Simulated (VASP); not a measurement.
Band structure of Mg₃Sb₂ (a-la2o3). All values below come from PBE GGA with D4 dispersion, VASP's PBE PAW potentials (set 64) (plane waves; VASP 6.6.1).

Unless said otherwise, spin-orbit coupling is left out, though it shifts the bands of the heavy elements here.

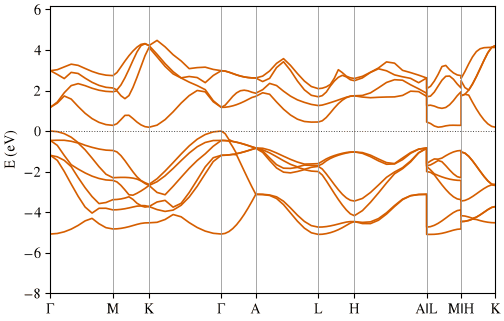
Figure. Bands along high-symmetry lines, zero at the valence-band maximum or, without a gap, the Fermi level

Problem. Read the plot: is there a gap, and where are the band edges?

Solution. The gap is indirect, 0.19 eV, from the valence maximum at Γ to the conduction minimum at K. (Edges off the drawn lines would not show.)

The compound is Mg3Sb2 in the a-la2o3 structure. It was relaxed first.
